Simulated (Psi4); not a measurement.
# A workflow on C2H6Ga (SMILES C[Ga]C), part 2 of 2

Psi4 1.11. The steps go on from the part before.

### Step 5. The singlet anion: a single-point energy at PBE0/def2-TZVPD (density fitting) (run 4)

File c2h6ga.in:

```
memory 1600 MB

molecule mol {
  -1 1
  C
  Ga 1 R2
  C 2 R3 1 A3
  H 1 R4 2 A4 3 D4
  H 1 R5 4 A5 2 D5
  H 1 R6 5 A6 4 D6
  H 3 R7 2 A7 1 D7
  H 3 R8 7 A8 2 D8
  H 3 R9 7 A9 8 D9

  R2 = 1.99777
  R3 = 1.997761
  A3 = 118.88261
  R4 = 1.09477
  A4 = 108.73918
  D4 = 59.81417
  R5 = 1.094652
  A5 = 107.94304
  D5 = 117.99247
  R6 = 1.089144
  A6 = 109.08271
  D6 = -118.30003
  R7 = 1.089136
  A7 = 113.05808
  D7 = -179.87173
  R8 = 1.094688
  A8 = 109.04459
  D8 = 121.19208
  R9 = 1.094723
  A9 = 109.03774
  D9 = 117.63659
  symmetry c1
}


e = energy("pbe0/def2-TZVPD")
```

On the command line:

```console
$ psi4 c2h6ga.in c2h6ga.out -n 1
```

c2h6ga.out:

```text
[...]
  Running in c1 symmetry.
[...]
  Nuclear repulsion =  167.418303534983067
[...]
  Multiplicity = 1
[...]
  Nalpha       = 25
  Nbeta        = 25
[...]
    Number of basis functions: 182
[...]
   @DF-RKS iter   1: -2001.84686880337335   -1.41726e+00   1.88366e-02 DIIS/ADIIS
[...]
   @DF-RKS iter  11: -2004.32890210786468   -1.29703e-08   9.16109e-08 DIIS
[...]
    Orbital Energies [Eh]
    ---------------------
    Doubly Occupied:
       1A   -372.670175     2A    -45.816138     3A    -40.530553
       4A    -40.527609     5A    -40.526922     6A    -10.025250
       7A    -10.025244     8A     -5.327561     9A     -3.600061
      10A     -3.590927    11A     -3.589913    12A     -0.628428
      13A     -0.622477    14A     -0.622298    15A     -0.622258
      16A     -0.616299    17A     -0.530123    18A     -0.518352
      19A     -0.245199    20A     -0.244053    21A     -0.235600
      22A     -0.235044    23A     -0.209600    24A     -0.101977
      25A      0.035422
[...]
  @DF-RKS Final Energy: -2004.32890210786468
   => Energetics <=
    Nuclear Repulsion Energy =            167.4183035349830675
    One-Electron Energy =               -3133.6207660134123216
    Two-Electron Energy =                1028.3187680556543455
    DFT Exchange-Correlation Energy =     -66.4452076850895850
    Empirical Dispersion Energy =           0.0000000000000000
    VV10 Nonlocal Energy =                  0.0000000000000000
    Total Energy =                      -2004.3289021078646783
[...]
 Multipole Moments:
 ------------------------------------------------------------------------------------
     Multipole            Electronic (a.u.)      Nuclear  (a.u.)        Total (a.u.)
 ------------------------------------------------------------------------------------
 L = 1.  Multiply by 2.5417464519 to convert [e a0] to [Debye]
 Dipole X            :          0.0057933           -0.0041775            0.0016158
 Dipole Y            :          5.0740501           -6.2076189           -1.1335688
 Dipole Z            :          2.9960310           -3.6652742           -0.6692432
 Magnitude           :                                                    1.3163842
[...]
```

It took 11 s on 1 thread of Intel Xeon 6975P-C (Granite Rapids), shared host; peak memory 1.2 GiB.

### Step 6. The singlet anion: a structure relaxation at PBE0/def2-TZVPD (density fitting) (run 5)

File c2h6ga.py:

```python
import psi4

psi4.set_memory(1600000000)
psi4.set_num_threads(1)
psi4.core.set_output_file('c2h6ga.out', False)

molecule = psi4.geometry("""
-1 1
C     -2.36611285     2.20244178     0.35302730
Ga     0.86350279     0.73063804     1.63980795
C      2.41437457    -2.16729099    -0.21736575
H     -3.81434604     0.72508036     0.34814424
H     -2.08672629     2.82741957    -1.59900310
H     -3.03315027     3.79082840     1.47917557
H      4.16436678    -2.83006707     0.63955324
H      2.79507123    -1.58462417    -2.16542205
H      1.05690681    -3.72737707    -0.27254197
units au
symmetry c1
""")

psi4.set_options({
    'basis': 'def2-TZVPD',
    'reference': 'rks',
    'geom_maxiter': 50,
})

energy_value = psi4.optimize('pbe0')
print(f'total energy {energy_value:.8f} hartree = {energy_value * 27.211386:.5f} eV')
molecule.save_xyz_file('final.xyz', False)
```

On the command line:

```console
$ python c2h6ga.py
```

c2h6ga.out:

```text
[...]
  Running in c1 symmetry.
[...]
  Nuclear repulsion =  167.418303538288654
[...]
  Multiplicity = 1
[...]
  Nalpha       = 25
  Nbeta        = 25
[...]
    Number of basis functions: 182
[...]
   @DF-RKS iter   1: -2001.84686941843279   -1.41725e+00   1.88366e-02 ADIIS/DIIS
[...]
   @DF-RKS iter   7: -2004.34195077634445   -4.09273e-12   4.21965e-09 DIIS
[...]
  @DF-RKS Final Energy: -2004.34195077634445
   => Energetics <=
    Nuclear Repulsion Energy =            162.5150081972326461
    One-Electron Energy =               -3124.5451758216213420
    Two-Electron Energy =                1024.1197682593372065
    DFT Exchange-Correlation Energy =     -66.4315514112928156
    Empirical Dispersion Energy =           0.0000000000000000
    VV10 Nonlocal Energy =                  0.0000000000000000
    Total Energy =                      -2004.3419507763444471
[...]
 Multipole Moments:
 ------------------------------------------------------------------------------------
     Multipole            Electronic (a.u.)      Nuclear  (a.u.)        Total (a.u.)
 ------------------------------------------------------------------------------------
 L = 1.  Multiply by 2.5417464519 to convert [e a0] to [Debye]
 Dipole X            :          4.1138638           -4.3732786           -0.2594148
 Dipole Y            :          3.5033818           -3.7241169           -0.2207351
 Dipole Z            :          7.6382782           -8.1214912           -0.4832130
 Magnitude           :                                                    0.5911978
[...]
  -Total Gradient:
     Atom            X                  Y                   Z
    ------   -----------------  -----------------  -----------------
       1       -0.000076330060     0.000037473858    -0.000058216230
       2        0.000051066602     0.000040818428     0.000117519829
       3        0.000034292769    -0.000067551577    -0.000069097240
       4        0.000008399884    -0.000010535115     0.000013556378
       5        0.000002670406     0.000001598993    -0.000000339705
       6        0.000009176987    -0.000002367531     0.000009469443
       7       -0.000001543263     0.000008114305     0.000010274948
       8        0.000001486430     0.000004833301     0.000000797203
       9       -0.000008940313     0.000004866393     0.000013736138
[...]
    Final optimized geometry and variables:
    Molecular point group: c1
    Full point group: C1
    Geometry (in Bohr), charge = -1, multiplicity = 1:
    C           -2.955167807465     1.288390984302    -1.231962561140
    GA           0.370046637028     0.315085908479     0.687471558339
    C            1.353137387573    -2.652418425215    -1.744822023449
    H           -4.234727072801    -0.351887747781    -1.270798718834
    H           -2.508982641013     1.757756895183    -3.209146025752
    H           -3.973562244876     2.885735557125    -0.398076254141
    H            3.105005336021    -3.624176672401    -1.224585934948
    H            1.563234376686    -1.920602614633    -3.681149939477
    H           -0.183509553733    -4.054440808724    -1.788645116707
[...]
```

On the terminal:

```text
Some dependencies such as QCElemental have not yet finished migration to pydantic v2. If issues are encountered please downgrade pydantic or upgrade QCElemental as appropriate
	Previous geometry is closer to target in internal coordinates, so using that one.

	Best geometry has RMS(Delta(q)) = 1.11e-04

	Previous geometry is closer to target in internal coordinates, so using that one.

	Best geometry has RMS(Delta(q)) = 1.81e-09

Optimizer: Optimization complete!
total energy -2004.34195078 hartree = -54540.92250 eV
```

Wall time 79 s (1 thread of Intel Xeon 6975P-C (Granite Rapids), shared host); peak memory 1.3 GiB.

Steps, from the record of the run:

| step | energy from the first frame kept (eV) | largest force (eV/Å) |
| --- | --- | --- |
| 0 | 0.0000 | 2.1441 |
| 1 | -0.2538 | 1.0329 |
| 2 | -0.3434 | 0.1139 |
| 3 | -0.3501 | 0.0567 |
| 4 | -0.3544 | 0.0633 |
| 5 | -0.3550 | 0.0342 |
| 6 | -0.3551 | 0.0069 |

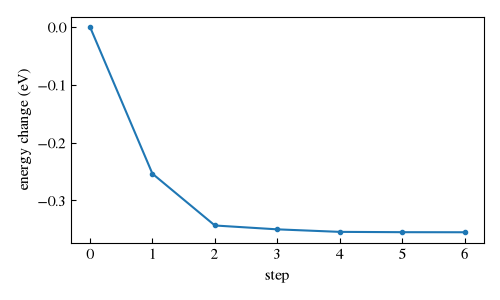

Energy along the run.

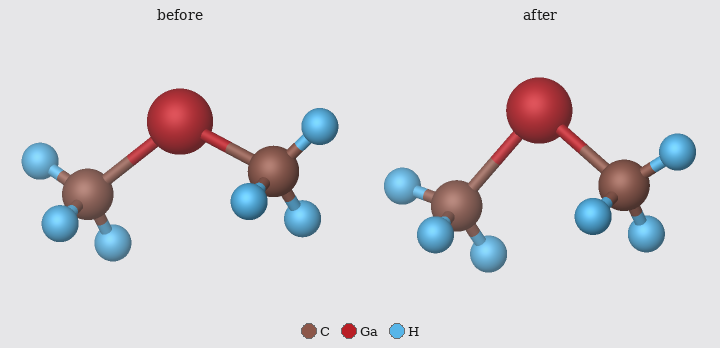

Before and after, at one scale.

After the run. Bond lengths: C1–Ga2 2.096 Å, Ga2–C3 2.096 Å, C1–H4 1.101 Å, C1–H5 1.101 Å, C1–H6 1.095 Å, C3–H7 1.095 Å, C3–H8 1.101 Å, C3–H9 1.101 Å. Some angles: C1–Ga2–C3 95.4°, Ga2–C1–H4 109.4°, Ga2–C1–H5 109.6°, Ga2–C1–H6 114.0°, Ga2–C3–H7 114.0°, Ga2–C3–H8 109.5°, Ga2–C3–H9 109.5°, H4–C1–H5 107.0°, H4–C1–H6 108.3°, H5–C1–H6 108.3°.

### Step 7. Summary of results

What follows sums up all 2 parts.

```
                                                                   quantity                      value
                           run 1, UPBE0/def2-TZVPD: total energy at the end             -2004.31366 Eh
                                     run 1, UPBE0/def2-TZVPD: dipole moment                     0.56 D
                run 1, UPBE0/def2-TZVPD: HOMO energy (highest over α and β)                   -4.93 eV
                 run 1, UPBE0/def2-TZVPD: LUMO energy (lowest over α and β)                   -1.90 eV
                                        singlet cation, run 2: total energy             -2004.05709 Eh
                                         singlet cation, run 2: HOMO energy                  -13.58 eV
                                         singlet cation, run 2: LUMO energy                   -8.93 eV
                                       singlet cation, run 2: HOMO–LUMO gap                    4.65 eV
                                         singlet anion, run 4: total energy             -2004.32890 Eh
                                          singlet anion, run 4: HOMO energy                    0.96 eV
                                          singlet anion, run 4: LUMO energy                    3.68 eV
singlet anion, run 4: HOMO–LUMO gap (to an unbound level, set by the basis)                    2.71 eV
                              singlet anion, run 5: total energy at the end             -2004.34195 Eh
                                          singlet anion, run 5: HOMO energy                    0.46 eV
                                          singlet anion, run 5: LUMO energy                    3.74 eV
singlet anion, run 5: HOMO–LUMO gap (to an unbound level, set by the basis)                    3.28 eV
                                                      singlet cation, run 3  no result (not converged)
     adiabatic electron affinity (to the singlet anion, no zero-point term)                   0.770 eV
```

In words: The adiabatic electron affinity (to the singlet anion, no zero-point term) is 0.77 eV (74.3 kJ/mol). The optimisation (run 1, UPBE0/def2-TZVPD) took 4 steps and changed the energy by -0.000 eV. The HOMO (singlet anion, run 4) lies at positive energy, 0.96 eV; only total energies tell whether the electron is bound. The optimisation (singlet anion, run 5) took 7 steps and changed the energy by -0.355 eV. The HOMO (singlet anion, run 5) lies at positive energy, 0.46 eV; only total energies tell whether the electron is bound. 1 of the 5 runs did not end normally.
